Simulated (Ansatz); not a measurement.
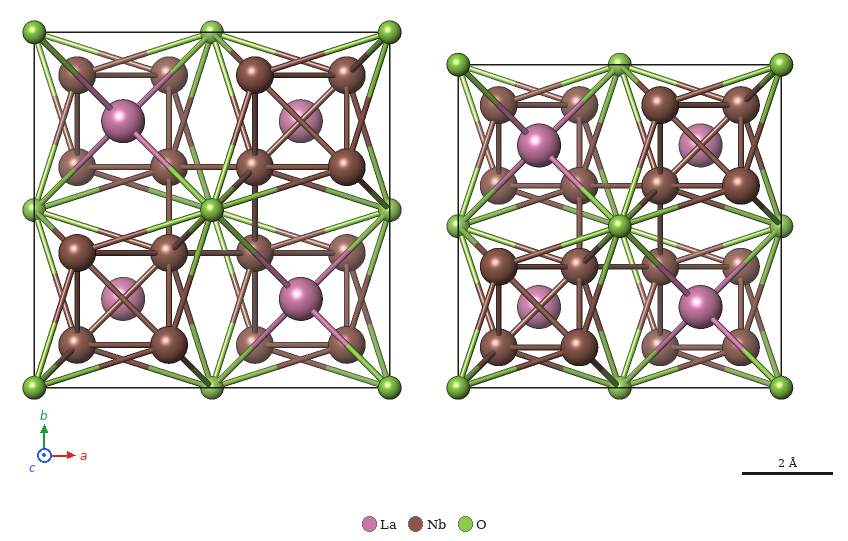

Two geometries of crystalline LaNb4O (a generated structure, set up in F-43m) (coarse preliminary run), drawn at one scale. One is the start of a relaxation, the other its converged end. Style: ball-and-stick. Shown: the conventional cell (4 times the calculation's cell), along the c axis. Lengths and directions refer to the drawn axes.

Level of theory: DFT PBE, scalar-relativistic, plane waves, PAW (Ansatz 0.2.0). (plane-wave cutoff 420 eV; k-point mesh 4 × 4 × 4; occupations gaussian; smearing width 0.1 eV; no spin polarisation; cell and atoms relaxed; force threshold 0.04 eV/Å; at most 70 steps)

Question: Which geometry has the lower energy?

Answer: The left one is the relaxed one. The largest moves relative to the cell, 0.061 Å, are those of Nb atoms. O and La stay in place. The volume changes by +33.1 %, with a = b = c 7.223 → 7.947 Å (+10.0 %). Near-neighbour distances that change, for instance: Nb–Nb 2.551 → 2.906 Å, La–O 3.128 → 3.441 Å, Nb–O 2.994 → 3.305 Å, La–Nb 2.995 → 3.285 Å. The space group stays F-43m (No. 216). The energy falls by 3.007 eV per cell of the calculation in 6 accepted moves (8 points after the start). The largest force component goes from 0.11 to 0.016 eV/Å. The pressure goes from 38.39 to 0.16 GPa. At 2 points the geometry stayed and the basis and grid were re-selected for the new cell (energy shift of 0.107 eV per cell of the calculation at most each time).
